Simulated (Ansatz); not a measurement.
# H₂OSZn + H₂O: a complex and its separated parts, part 2 of 2

Ansatz 0.2.0, Gaussian basis. Earlier steps stand in the parts before.

### Step 14. wB97X-V/def2-TZVPP

The inputs:

parta/in.yaml

```yaml
crystal:
  periodic: [false, false, false]
  atoms:
    - {symbol: Zn, position_ang: [0.601580, 0.305872, -0.820672]}
    - {symbol: S, position_ang: [2.621691, 0.395117, -0.092368]}
    - {symbol: O, position_ang: [-1.086541, 0.330759, -1.362307]}
    - {symbol: H, position_ang: [2.406360, -0.559887, 0.829559]}
    - {symbol: H, position_ang: [-1.303306, -0.272207, -2.075368]}
basis:
  gaussian: {orbitals: def2-TZVPP}
hamiltonian: {xc: {name: wB97X-V}}
```

partb/in.yaml

```yaml
crystal:
  periodic: [false, false, false]
  atoms:
    - {symbol: H, position_ang: [-0.931059, 0.346649, 1.825638]}
    - {symbol: O, position_ang: [-0.783113, -0.317095, 1.148606]}
    - {symbol: H, position_ang: [-1.525511, -0.229306, 0.547013]}
basis:
  gaussian: {orbitals: def2-TZVPP}
hamiltonian: {xc: {name: wB97X-V}}
```

The same command starts each run, in its folder.

Launch:

```console
$ ansatz run in.yaml --threads 8 --pin off --events-out ev --progress --plain --max-ram 19148MiB
```

Log of parta, shortened:

```text
Functional definition: wB97X-V
  name "wB97X-V"
  cite "Mardirossian & Head-Gordon, Phys. Chem. Chem. Phys. 16, 9904 (2014) doi:10.1039/C3CP54374A"
  cite "Becke, J. Chem. Phys. 107, 8554 (1997) doi:10.1063/1.475007"
  cite "Vydrov & Van Voorhis, J. Chem. Phys. 133, 244103 (2010) doi:10.1063/1.3521275"
[...]
      + integral(e_c_pw_opposite_spin*poly(b97_u_opposite, cos0, cos1)) + vv10(b, c)
1096 factors; their error is unknown
181 factors; integrals over basis functions are off by at most 2.8e-5 eV
[...]
mean field -61330.66387367 eV, -2253.8603259402 hartree, gradient 4.4e-5 eV, S^2 0.000000; 0 other end points of the search recorded, 0 dependent functions left out
reference -61330.66387170 eV, -2253.8603258680 hartree; 28, 28 occupied and 137, 137 virtual orbitals, 1096 factors
Total energy: -61330.66387170 eV, -2253.8603258680 hartree
```

Log of partb, shortened:

```text
[... 5 set-up lines as earlier in the session ...]
[...]
      + integral(e_c_pw_opposite_spin*poly(b97_u_opposite, cos0, cos1)) + vv10(b, c)
269 factors; their error is unknown
69 factors; integrals over basis functions are off by at most 2.2e-5 eV
[...]
mean field -2079.88767123 eV, -76.4344621192 hartree, gradient 2.2e-5 eV, S^2 0.000000; 0 other end points of the search recorded, 0 dependent functions left out
reference -2079.88767034 eV, -76.4344620863 hartree; 5, 5 occupied and 54, 54 virtual orbitals, 269 factors
Total energy: -2079.88767034 eV, -76.4344620863 hartree
```

They took 2.2 s (parta), 0.3 s (partb) on 8 threads of Arm Neoverse V1, shared host.

### Step 15. wB97M-V/def2-TZVPP

The same edit goes into each in.yaml of step 14 (parta, partb):

```diff
-hamiltonian: {xc: {name: wB97X-V}}
+hamiltonian: {xc: {name: wB97M-V}}
```

Each run has its own folder and the same command.

Launch:

```console
$ ansatz run in.yaml --threads 8 --pin off --events-out ev --progress --plain --max-ram 19148MiB
```

parta printed, shortened:

```text
Functional definition: wB97M-V
  name "wB97M-V"
  cite "Mardirossian & Head-Gordon, J. Chem. Phys. 144, 214110 (2016) doi:10.1063/1.4952647"
[... 2 set-up lines as earlier in the session ...]
  # Of w^i u^j: cxij and so on, Table III.
[...]
  gx(w, u) = 1 - cx + cx01*u + cx10*w
[...]
      + integral(e_c_pw_mod_opposite_spin*gos(b97_w_opposite, b97_u_opposite)) + vv10(b, c)
1096 factors; their error is unknown
181 factors; integrals over basis functions are off by at most 2.8e-5 eV
[...]
mean field -61333.75842731 eV, -2253.9740486891 hartree, gradient 4.2e-5 eV, S^2 0.000000; 0 other end points of the search recorded, 0 dependent functions left out
reference -61333.75847539 eV, -2253.9740504559 hartree; 28, 28 occupied and 137, 137 virtual orbitals, 1096 factors
Total energy: -61333.75847539 eV, -2253.9740504559 hartree
```

Output in partb, shortened:

```text
[... 5 set-up lines as earlier in the session ...]
  # Of w^i u^j: cxij and so on, Table III.
[...]
  gx(w, u) = 1 - cx + cx01*u + cx10*w
[...]
      + integral(e_c_pw_mod_opposite_spin*gos(b97_w_opposite, b97_u_opposite)) + vv10(b, c)
269 factors; their error is unknown
69 factors; integrals over basis functions are off by at most 2.2e-5 eV
[...]
mean field -2079.85938079 eV, -76.4334224647 hartree, gradient 2.9e-5 eV, S^2 0.000000; 0 other end points of the search recorded, 0 dependent functions left out
reference -2079.85940280 eV, -76.4334232736 hartree; 5, 5 occupied and 54, 54 virtual orbitals, 269 factors
Total energy: -2079.85940280 eV, -76.4334232736 hartree
```

Times: 2.6 s (parta), 0.3 s (partb) on 8 threads of Arm Neoverse V1, shared host.

### Step 16. B2PLYP/def2-TZVPP

parta/in.yaml: that of step 15 with these lines changed.

```diff
@@ -10,2 +10,3 @@
   gaussian: {orbitals: def2-TZVPP}
-hamiltonian: {xc: {name: wB97M-V}}
+hamiltonian: {xc: {name: B2PLYP}}
+correlation: {frozen_orbitals: {H: 0, O: 1, S: 5, Zn: 9}}
```

partb/in.yaml: that of step 15 with these lines changed.

```diff
@@ -8,2 +8,2 @@
   gaussian: {orbitals: def2-TZVPP}
-hamiltonian: {xc: {name: wB97M-V}}
+hamiltonian: {xc: {name: B2PLYP}}
```

Each run has its own folder and the same command.

Launch:

```console
$ ansatz run in.yaml --threads 8 --pin off --events-out ev --progress --plain --max-ram 19148MiB
```

Output in parta, shortened:

```text
Functional definition: B2PLYP
  name "B2PLYP"
  cite "Grimme, J. Chem. Phys. 124, 034108 (2006) doi:10.1063/1.2148954"
[... 2 set-up lines as earlier in the session ...]
[...]
1049 factors; integrals over basis functions are off by at most 1.2e-3 eV
[...]
mean field -61317.14683292 eV, -2253.3635838548 hartree, gradient 4.1e-6 eV, S^2 0.000000; 0 other end points of the search recorded, 0 dependent functions left out
15 core orbitals not correlated: weight in the atoms' cores, before any rotation towards them, 1.000 or more for the frozen orbitals, at most 0.000 for the correlated occupied ones
reference -61317.14697552 eV, -2253.3635890954 hartree; 13, 13 occupied and 137, 137 virtual orbitals, 1049 factors
second order -30.25936658 eV of doubles, -0.00000000 eV of singles
Total energy: -61325.31700450 eV, -2253.6638321224 hartree
```

Output in partb, shortened:

```text
[... 5 set-up lines as earlier in the session ...]
[...]
361 factors; integrals over basis functions are off by at most 8.5e-4 eV
[...]
mean field -2077.03827881 eV, -76.3297488790 hartree, gradient 1.3e-6 eV, S^2 0.000000; 0 other end points of the search recorded, 0 dependent functions left out
1 core orbitals not correlated: weight in the atoms' cores, before any rotation towards them, 1.000 or more for the frozen orbitals, at most 0.000 for the correlated occupied ones
reference -2077.03836383 eV, -76.3297520036 hartree; 4, 4 occupied and 54, 54 virtual orbitals, 361 factors
second order -8.41872055 eV of doubles, -0.00000000 eV of singles
Total energy: -2079.31141838 eV, -76.4132852176 hartree
```

Times: 1.5 s (parta), 0.2 s (partb) on 8 threads of Arm Neoverse V1, shared host.

### Step 17. PBE-QIDH/def2-TZVPP

The same edit goes into each in.yaml of step 16 (parta, partb):

```diff
-hamiltonian: {xc: {name: B2PLYP}}
+hamiltonian: {xc: {name: PBE-QIDH}}
```

One command serves all of them, each in its own folder.

Launch:

```console
$ ansatz run in.yaml --threads 8 --pin off --events-out ev --progress --plain --max-ram 19148MiB
```

Output in parta, shortened:

```text
Functional definition: PBE-QIDH
  name "PBE-QIDH"
  cite "Brémond, Sancho-García, Pérez-Jiménez & Adamo, J. Chem. Phys. 141, 031101 (2014) doi:10.1063/1.4890314"
[... 1 set-up line as earlier in the session ...]
[...]
1049 factors; integrals over basis functions are off by at most 1.2e-3 eV
[...]
mean field -61306.22160806 eV, -2252.9620892467 hartree, gradient 8.7e-6 eV, S^2 0.000000; 0 other end points of the search recorded, 0 dependent functions left out
15 core orbitals not correlated: weight in the atoms' cores, before any rotation towards them, 1.000 or more for the frozen orbitals, at most 0.000 for the correlated occupied ones
reference -61306.22162001 eV, -2252.9620896860 hartree; 13, 13 occupied and 137, 137 virtual orbitals, 1049 factors
second order -28.17130124 eV of doubles, -0.00000000 eV of singles
Total energy: -61315.61205376 eV, -2253.3071817611 hartree
```

Output in partb, shortened:

```text
[... 4 set-up lines as earlier in the session ...]
[...]
361 factors; integrals over basis functions are off by at most 8.5e-4 eV
[...]
mean field -2075.58435111 eV, -76.2763180215 hartree, gradient 2.2e-6 eV, S^2 0.000000; 0 other end points of the search recorded, 0 dependent functions left out
1 core orbitals not correlated: weight in the atoms' cores, before any rotation towards them, 1.000 or more for the frozen orbitals, at most 0.000 for the correlated occupied ones
reference -2075.58435660 eV, -76.2763182234 hartree; 4, 4 occupied and 54, 54 virtual orbitals, 361 factors
second order -7.85898779 eV of doubles, -0.00000000 eV of singles
Total energy: -2078.20401919 eV, -76.3725890481 hartree
```

Times: 1.6 s (parta), 0.2 s (partb) on 8 threads of Arm Neoverse V1, shared host.

### Step 18. RPA on PBE/def2-TZVPP

parta/in.yaml: that of step 17 with these lines changed.

```diff
@@ -10,3 +10,3 @@
   gaussian: {orbitals: def2-TZVPP}
-hamiltonian: {xc: {name: PBE-QIDH}}
-correlation: {frozen_orbitals: {H: 0, O: 1, S: 5, Zn: 9}}
+hamiltonian: {xc: pbe}
+correlation: {method: rpa, frozen_orbitals: {H: 0, O: 1, S: 5, Zn: 9}}
```

partb/in.yaml: that of step 17 with these lines changed.

```diff
@@ -8,2 +8,3 @@
   gaussian: {orbitals: def2-TZVPP}
-hamiltonian: {xc: {name: PBE-QIDH}}
+hamiltonian: {xc: pbe}
+correlation: {method: rpa}
```

Each run has its own folder and the same command.

Launch:

```console
$ ansatz run in.yaml --threads 8 --pin off --events-out ev --progress --plain --max-ram 19148MiB
```

Log of parta, shortened:

```text
[... 4 set-up lines as earlier in the session ...]
[...]
1049 factors; integrals over basis functions are off by at most 1.2e-3 eV
[...]
mean field -61323.59484957 eV, -2253.6005440962 hartree, gradient 1.5e-6 eV, S^2 0.000000; 0 other end points of the search recorded, 0 dependent functions left out
15 core orbitals not correlated: weight in the atoms' cores, before any rotation towards them, 1.000 or more for the frozen orbitals, at most 0.000 for the correlated occupied ones
reference -61263.59009606 eV, -2251.3954100772 hartree; 13, 13 occupied and 137, 137 virtual orbitals, 1049 factors
Total energy: -61299.16485909 eV, -2252.7027585052 hartree
```

partb printed, shortened:

```text
[... 4 set-up lines as earlier in the session ...]
[...]
361 factors; integrals over basis functions are off by at most 8.5e-4 eV
[...]
mean field -2078.40755276 eV, -76.3800687688 hartree, gradient 7.0e-6 eV, S^2 0.000000; 0 other end points of the search recorded, 0 dependent functions left out
1 core orbitals not correlated: weight in the atoms' cores, before any rotation towards them, 1.000 or more for the frozen orbitals, at most 0.000 for the correlated occupied ones
reference -2069.53696369 eV, -76.0540806332 hartree; 4, 4 occupied and 54, 54 virtual orbitals, 361 factors
Total energy: -2080.48259693 eV, -76.4563252356 hartree
```

They took 1.4 s (parta), 0.2 s (partb) on 8 threads of Arm Neoverse V1, shared host.

### Step 19. CCSD(T)/def2-TZVPP

parta/in.yaml: that of step 18 with these lines changed.

```diff
@@ -10,3 +10,2 @@
   gaussian: {orbitals: def2-TZVPP}
-hamiltonian: {xc: pbe}
-correlation: {method: rpa, frozen_orbitals: {H: 0, O: 1, S: 5, Zn: 9}}
+correlation: {method: ccsd_t, frozen_orbitals: {H: 0, O: 1, S: 5, Zn: 9}}
```

partb/in.yaml: that of step 18 with these lines changed.

```diff
@@ -8,3 +8,2 @@
   gaussian: {orbitals: def2-TZVPP}
-hamiltonian: {xc: pbe}
-correlation: {method: rpa}
+correlation: {method: ccsd_t}
```

The same command starts each run, in its folder.

Launch:

```console
$ ansatz run in.yaml --threads 8 --pin off --events-out ev --progress --plain --max-ram 19148MiB
```

Output in parta, shortened:

```text
Functional definition: HF
  name "HF"
  cite "Fock, Z. Phys. 61, 126 (1930) doi:10.1007/BF01340294"
[... 1 set-up line as earlier in the session ...]
[...]
1049 factors; integrals over basis functions are off by at most 1.2e-3 eV
[...]
mean field -61265.37971699 eV, -2251.4611774336 hartree, gradient 9.9e-6 eV, S^2 0.000000; 0 other end points of the search recorded, 0 dependent functions left out
15 core orbitals not correlated: weight in the atoms' cores, before any rotation towards them, 1.000 or more for the frozen orbitals, at most 0.000 for the correlated occupied ones
reference -61265.37971699 eV, -2251.4611774336 hartree; 13, 13 occupied and 137, 137 virtual orbitals, 1049 factors
second order -25.32079555 eV of doubles, -0.00000000 eV of singles
cycle   1  -23.68664567 eV  change     1.6e0 eV  update   1.3e-1
[...]
cycle  11  -24.51044231 eV  change    3.2e-5 eV  update   7.9e-6
perturbative correction -0.87310738 eV, -0.0320861045 hartree
Total energy: -61290.76326669 eV, -2252.3940056794 hartree
```

Output in partb, shortened:

```text
[... 4 set-up lines as earlier in the session ...]
[...]
361 factors; integrals over basis functions are off by at most 8.5e-4 eV
[...]
mean field -2069.76240917 eV, -76.0623656017 hartree, gradient 3.6e-6 eV, S^2 0.000000; 0 other end points of the search recorded, 0 dependent functions left out
1 core orbitals not correlated: weight in the atoms' cores, before any rotation towards them, 1.000 or more for the frozen orbitals, at most 0.000 for the correlated occupied ones
reference -2069.76240917 eV, -76.0623656017 hartree; 4, 4 occupied and 54, 54 virtual orbitals, 361 factors
second order -7.10556326 eV of doubles, -0.00000000 eV of singles
cycle   1  -7.11162514 eV  change   -6.1e-3 eV  update   4.1e-2
[...]
cycle   8  -7.26608059 eV  change    3.5e-6 eV  update   7.2e-6
perturbative correction -0.20740287 eV, -0.0076219149 hartree
Total energy: -2077.23589263 eV, -76.3370110531 hartree
```

Times: 12 s (parta), 0.25 s (partb) on 8 threads of Arm Neoverse V1, shared host; peak memory 1.3 GiB.

### Step 20. Vibrations of H₂OSZn

File vib-parta/in.yaml:

```yaml
crystal:
  periodic: [false, false, false]
  atoms:
    - {symbol: Zn, position_ang: [0.601580, 0.305872, -0.820672]}
    - {symbol: S, position_ang: [2.621691, 0.395117, -0.092368]}
    - {symbol: O, position_ang: [-1.086541, 0.330759, -1.362307]}
    - {symbol: H, position_ang: [2.406360, -0.559887, 0.829559]}
    - {symbol: H, position_ang: [-1.303306, -0.272207, -2.075368]}
basis:
  gaussian: {orbitals: def2-TZVP}
hamiltonian: {xc: pbe0, dispersion: d4}
phonons: {temperatures: {t_min: 298.15, t_max: 900, t_step: 200}}
```

Launch:

```console
$ ansatz run in.yaml --threads 8 --pin off --events-out ev --progress --plain --max-ram 19148MiB
```

What it wrote, shortened:

```text
[... 5 set-up lines as earlier in the session ...]
[...]
1051 factors; their error is unknown
[...]
mean field -61324.80939246 eV, -2253.6451777242 hartree, gradient 5.7e-5 eV, S^2 0.000000; 0 other end points of the search recorded, 0 dependent functions left out
[...]
Atom 2 at    -1.086541     0.330759    -1.362307 Å, force    -0.000181    -0.000027    -0.000048 eV/Å
Atom 3 at     2.406360    -0.559887     0.829559 Å, force    -0.000061     0.000070    -0.000065 eV/Å
Atom 4 at    -1.303306    -0.272207    -2.075368 Å, force     0.000009     0.000092     0.000050 eV/Å
Dipole moment:     0.015882    -0.310566    -0.095117 e Å
Vibrations: 128.16 134.20 161.87 390.99 660.72 689.86 757.65 2703.61 3910.98 cm⁻¹, zero-point energy 0.591284 eV
```

Wall time 20 s (8 threads of Arm Neoverse V1, shared host).

The modes, with what each moves most:

```csv
mode,wavenumber (cm⁻¹),character
1,128,bend
2,134,bend
3,162,"not assigned (largely outside the bonds, angles and torsions drawn)"
4,391,Zn–S stretch
5,661,bend
6,690,Zn–O stretch
7,758,bend
8,2704,S–H stretch
9,3911,O–H stretch
```

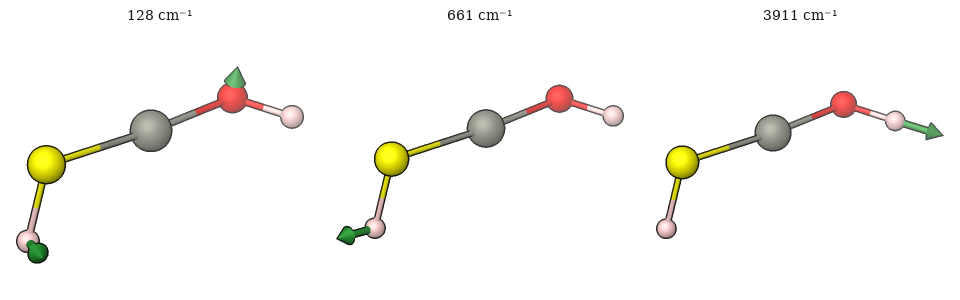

How the atoms move in 3 of the modes.

Vibrational sums (real modes only):

```csv
T (K),entropy (J/mol/K),heat capacity (J/mol/K)
298,43.1,40.6
498,66.6,50.2
698,84.3,54.8
898,98.5,58.1
```

### Step 21. Vibrations of H₂O

File vib-partb/in.yaml:

```yaml
crystal:
  periodic: [false, false, false]
  atoms:
    - {symbol: H, position_ang: [-0.931059, 0.346649, 1.825638]}
    - {symbol: O, position_ang: [-0.783113, -0.317095, 1.148606]}
    - {symbol: H, position_ang: [-1.525511, -0.229306, 0.547013]}
basis:
  gaussian: {orbitals: def2-TZVP}
hamiltonian: {xc: pbe0, dispersion: d4}
phonons: {temperatures: {t_min: 298.15, t_max: 900, t_step: 200}}
```

Launch:

```console
$ ansatz run in.yaml --threads 8 --pin off --events-out ev --progress --plain --max-ram 19148MiB
```

What it wrote, shortened:

```text
[... 5 set-up lines as earlier in the session ...]
[...]
239 factors; their error is unknown
[...]
mean field -2078.33307681 eV, -76.3773318279 hartree, gradient 1.2e-5 eV, S^2 0.000000; 0 other end points of the search recorded, 0 dependent functions left out
[...]
Total energy: -2078.33734663 eV, -76.3774887409 hartree
Atom 0 at    -0.931059     0.346649     1.825638 Å, force    -0.000032    -0.000460    -0.000598 eV/Å
Atom 1 at    -0.783113    -0.317095     1.148606 Å, force     0.000408     0.000295     0.000754 eV/Å
Atom 2 at    -1.525511    -0.229306     0.547013 Å, force    -0.000376     0.000165    -0.000156 eV/Å
Dipole moment:    -0.328298     0.277112     0.027814 e Å
Vibrations: 1622.87 3851.61 3959.36 cm⁻¹, zero-point energy 0.584824 eV
```

Wall time 0.85 s (8 threads of Arm Neoverse V1, shared host).

The modes, with what each moves most:

```csv
mode,wavenumber (cm⁻¹),character
1,1623,bend
2,3852,O–H stretch
3,3959,O–H stretch
```

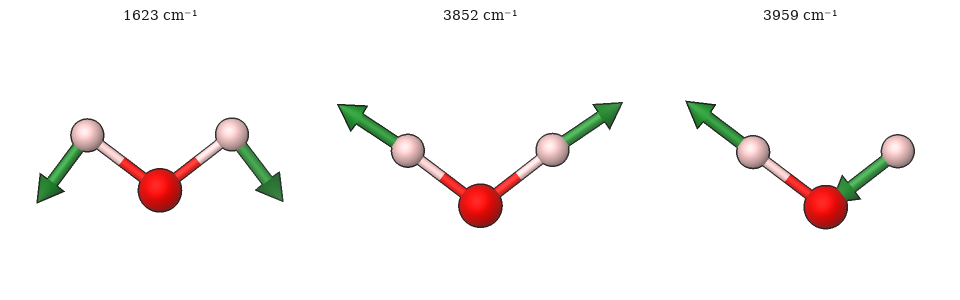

How the atoms move in 3 of the modes.

Vibrational sums (real modes only):

```csv
T (K),entropy (J/mol/K),heat capacity (J/mol/K)
298,0.0,0.2
498,0.4,1.7
698,1.4,3.9
898,2.6,6.1
```

### Step 22. Complex less separated parts

The complex's own energies come from single points at the same levels.

Rows are in def2-TZVPP; times add the 3 runs of a level on a shared host, so small differences are noise.

Differences are taken before rounding.

```csv
method,rung,complex less parts (kJ/mol),from CCSD(T) (kJ/mol),time
SPW92,LDA,-84.5,-23.7,1.4 s
PBE-D4,GGA,-57.4,+3.4,2 s
BLYP-D4,GGA,-52.0,+8.8,2.1 s
r2SCAN-D4,meta-GGA,-66.6,-5.8,4.7 s
B97M-V,meta-GGA,-61.2,-0.4,7.7 s
PBE0-D4,hybrid,-62.1,-1.3,2.9 s
B3LYP-D4,hybrid,-58.2,+2.6,2.7 s
r2SCAN0-D4,hybrid,-69.3,-8.5,4.9 s
BHLYP-D4,hybrid,-66.1,-5.3,2.8 s
CAM-B3LYP-D4,range-separated hybrid,-64.9,-4.2,3.1 s
wB97X-V,range-separated hybrid,-63.5,-2.7,6.6 s
wB97M-V,range-separated hybrid,-64.8,-4.0,7.8 s
B2PLYP,double hybrid,-55.0,+5.8,4.6 s
PBE-QIDH,double hybrid,-62.7,-1.9,4.8 s
RPA on PBE,RPA,-52.8,+8.0,4.4 s
Hartree-Fock,wavefunction,-53.4,+7.4,
MP2,wavefunction,-58.6,+2.2,
CCSD,wavefunction,-59.4,+1.4,
CCSD(T),wavefunction,-60.8,0,80 s
```

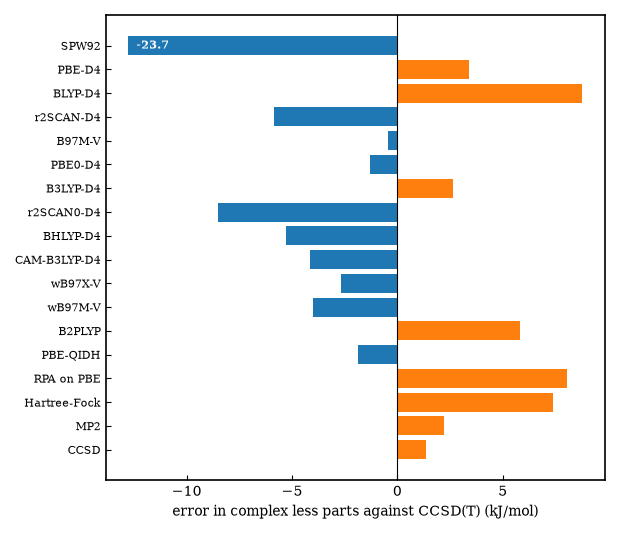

Deviations from CCSD(T), method by method. Bars with a number in them are cut short.

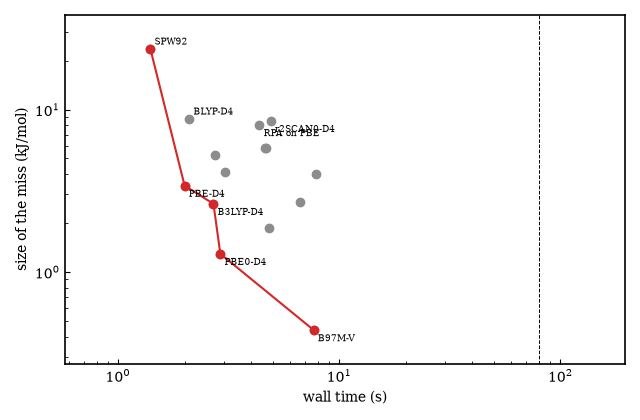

Miss against cost. Red marks the levels that no quicker level drawn beats (of those quicker than the yardstick), and the dashed line is the time of CCSD(T). Only those levels and the largest misses are named. Times are from a shared host.

For cost: B97M-V gets within 0.4 kJ/mol in 7.7 s, where CCSD(T) took 80 s; the quickest level in the cost chart, SPW92, takes 1.4 s and misses by 23.7 kJ/mol.

The complex's zero-point energy, from a separate PBE0-D4 run, is 1.286 eV.

### Step 23. Summary of results

The summary covers parts 1 to 2.

| quantity | value |
| --- | --- |
| complex less parts, CCSD(T)/def2-TZVPP | -60.8 kJ/mol |
| with zero-point energy | -50.2 kJ/mol |
| largest T1 diagnostic | 0.016 |

**Reading.** At CCSD(T) the complex lies 60.8 kJ/mol below its parts. The functionals run from B97M-V, off by -0.4 kJ/mol, to SPW92, off by -23.7 kJ/mol, against CCSD(T). By rung, the mean size of the error is: LDA 23.7, GGA 6.1, meta-GGA 3.1, hybrid 4.4, range-separated hybrid 3.6, double hybrid 3.8 kJ/mol. The double hybrids carry no dispersion term here, unlike the levels marked D4 or V. PBE-D4 gives a relative energy 3.4 kJ/mol too high, inside chemical accuracy (1 kcal/mol, 4.2 kJ/mol). No counterpoise was applied, and triple zeta lacks some correlation, so the CCSD(T) reference has a basis error of its own, and close matches with it are partly luck.
